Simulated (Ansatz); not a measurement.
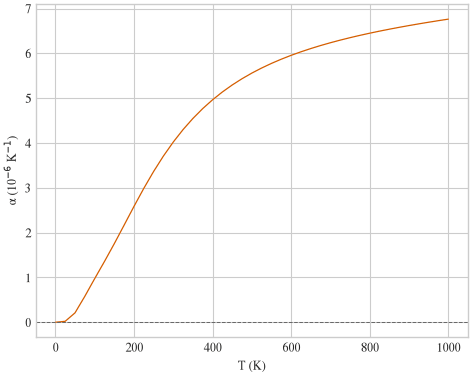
Figure: Linear thermal expansion of BAs (zinc blende, F-43m) from the quasi-harmonic free energy, LDA density-functional theory in Ansatz (plane waves, PAW)

Dynamical quadrupoles are not included in the interpolation of the phonons between the solved wave vectors.

Read off α at 200 K, and say whether it is negative anywhere.

About 2.6 × 10⁻⁶ K⁻¹. It is not negative in the range shown.

The PAW data sets were generated under PBE and serve the other functionals too.

Ansatz is an electronic-structure program.
